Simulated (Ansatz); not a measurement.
```yaml
atoms:
  - { symbol: C, position_ang: [0.0091, -0.9825, -0.0928] }
  - { symbol: F, position_ang: [-0.2042, 0.3580, -0.0501] }
  - { symbol: Na, position_ang: [-0.2133, 2.7121, 0.4717] }
  - { symbol: H, position_ang: [-0.8097, -1.5903, 0.3188] }
  - { symbol: H, position_ang: [0.7139, -1.3101, -0.8707] }
```

Geometry: PBE-D3(BJ)/def2-SVP.

These are results of Ansatz, isolated molecule in a Gaussian basis; Kohn-Sham density functional theory, functional PBE0, not measurements.

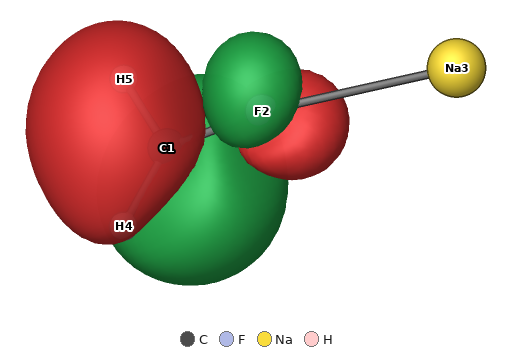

CH$_{2}$FNa (triplet). The HOMO−1 (α) at ±0.1 Å⁻³ᐟ² (green and red are the two phases), seen at a tilt.

**What is the character of this orbital?**

By Hirshfeld shares it lies mainly on C1 (about 70 %), F2 (about 20 %), H4 (about 5 %) and H5 (about 5 %). Its energy is −7.24 eV.
